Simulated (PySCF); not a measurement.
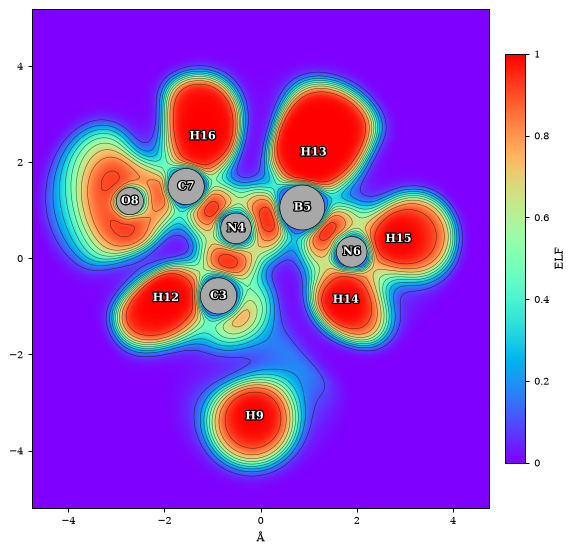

Figure. C3H8BN3O (SMILES [H]/N=C\CN(BN)C=O). ELF on the plane of atoms H14, N6 and H15. Grey discs cover the atomic cores.

Geometry: GFN2-xTB.

All numbers below come from B3LYP/def2-SVPD, SCF density, gas phase (PySCF).

```yaml
atoms:
  - { symbol: N, position_ang: [-1.6569, -1.8860, 1.1659] }
  - { symbol: C, position_ang: [-1.3275, -0.9333, 0.4213] }
  - { symbol: C, position_ang: [-0.5726, 0.3101, 0.7944] }
  - { symbol: N, position_ang: [0.2232, 0.8382, -0.3038] }
  - { symbol: B, position_ang: [1.2931, 0.0776, -0.9056] }
  - { symbol: N, position_ang: [1.5619, -1.2131, -0.4860] }
  - { symbol: C, position_ang: [-0.1016, 2.0907, -0.7175] }
  - { symbol: O, position_ang: [-0.9813, 2.7746, -0.2518] }
  - { symbol: H, position_ang: [-1.3711, -1.7923, 2.1415] }
  - { symbol: H, position_ang: [-1.6281, -0.9991, -0.6210] }
  - { symbol: H, position_ang: [0.0626, 0.1292, 1.6703] }
  - { symbol: H, position_ang: [-1.3045, 1.0889, 1.0553] }
  - { symbol: H, position_ang: [1.9371, 0.5737, -1.7449] }
  - { symbol: H, position_ang: [1.0271, -1.7135, 0.2037] }
  - { symbol: H, position_ang: [2.2952, -1.7707, -0.8863] }
  - { symbol: H, position_ang: [0.5360, 2.4340, -1.5468] }
```

> Interpret the plot.

The plane passes through C, N, B, O and H nuclei. C–O (1.21 Å): the ELF peaks at about 0.85 between the atoms (a multiple bond). B–N (1.38 Å): the ELF peaks at about 0.95 between the atoms, as expected for a polar covalent bond. N–H (1.00 Å): the ELF climbs to about 1 towards the hydrogen, as it does in any bond to H: a covalent bond by its length. C–N (1.36 Å): the ELF peaks at about 0.95 between the atoms; a covalent bond. B–N (1.44 Å): the ELF peaks at about 0.95 between the atoms, as expected for a shared but strongly polarised pair. The ELF also peaks beside O8, away from the bonds: lone-pair regions.
